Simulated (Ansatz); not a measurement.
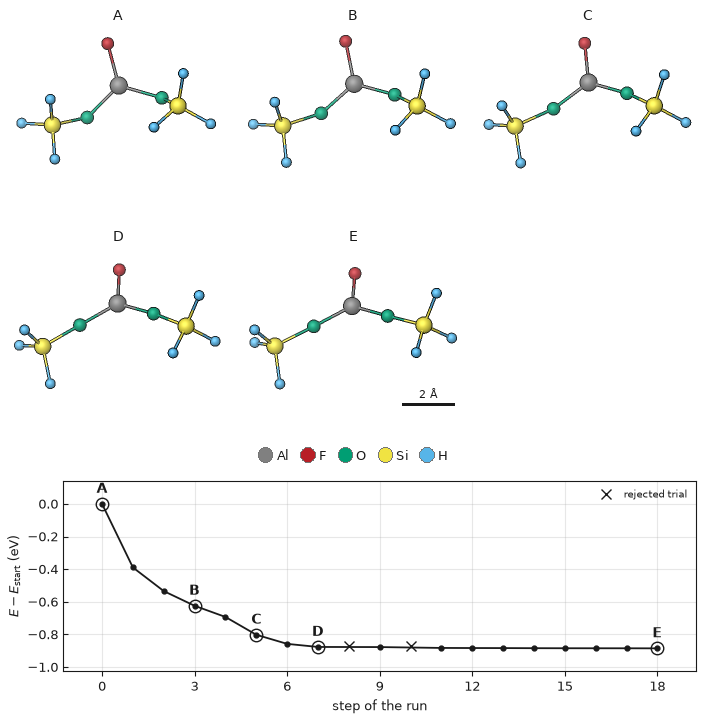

Frames of a relaxation of AlSi$_{2}$H$_{6}$O$_{2}$F, marked on the history of the run. The picture is a ball-and-stick view, seen from a free direction.

The run prepares the start of a later molecular dynamics calculation, from a guessed geometry.

Computed with RKS PBE-D4/6-31G (Ansatz).

Input
```yaml
crystal:
  periodic: [false, false, false]
  atoms:
    - { symbol: Al, position_ang: [0.0, 0.0, 0.0] }
    - { symbol: F, position_ang: [0.0, 0.0, 1.69] }
    - { symbol: O, position_ang: [1.5415, 0.0, -0.89] }
    - { symbol: Si, position_ang: [2.3874, -1.376, -1.352] }
    - { symbol: H, position_ang: [1.4599, -2.3514, -1.9176] }
    - { symbol: H, position_ang: [3.3882, -1.0195, -2.3535] }
    - { symbol: H, position_ang: [3.0504, -1.9546, -0.187] }
    - { symbol: O, position_ang: [-1.5415, 0.0, -0.89] }
    - { symbol: Si, position_ang: [-2.6907, -1.2238, -0.8267] }
    - { symbol: H, position_ang: [-2.2881, -2.2198, 0.162] }
    - { symbol: H, position_ang: [-3.9833, -0.6595, -0.4496] }
    - { symbol: H, position_ang: [-2.8007, -1.8572, -2.1376] }
basis:
  gaussian: { orbitals: "6-31G" }
hamiltonian:
  xc: pbe
  dispersion: d4
relax:
  f_tol: 0.02
  max_steps: 40
```

Launched with:
```bash
ansatz run input.yaml --threads 1 --pin off --max-ram 2048MiB --backend cpu --events-out ev --progress --plain --runs-dir out
```

Question: Describe the path.

Answer: The atom that moves furthest after the best rigid fit is H10 (1.25 Å). Largest moves by element: H 1.25 Å, F 1.09 Å, O 0.93 Å, Si 0.49 Å, Al 0.24 Å. Among the contacts that change: Al1–O3 1.780 → 1.698 Å, Si4–H5 1.460 → 1.516 Å, Al1–F2 1.690 → 1.717 Å, O3–Si4 1.680 → 1.707 Å. Bond angles that change, for instance: Al1–O3–Si4 125.0° → 178.7°, O3–Al1–O8 120.0° → 124.0°. After 16 accepted moves (18 points after the start) the energy has fallen by 0.885 eV. Largest force component: 2.4 eV/Å at the start, 0.0019 eV/Å at the end. The line search rejected the trial steps at points 8, 10 of the run. The forces were under the threshold at step 7, but the run went on from there. From step 0 to 3: F2 moves most (0.48 Å), energy −0.624 eV. From step 3 to 5: F2 moves most (0.37 Å), energy −0.178 eV. From step 5 to 7: F2 moves most (0.35 Å), energy −0.075 eV. From step 7 to 18: H5 moves most (0.33 Å), energy −0.009 eV.

Limits of the set-up: the basis has no polarisation functions, which atoms past neon need.
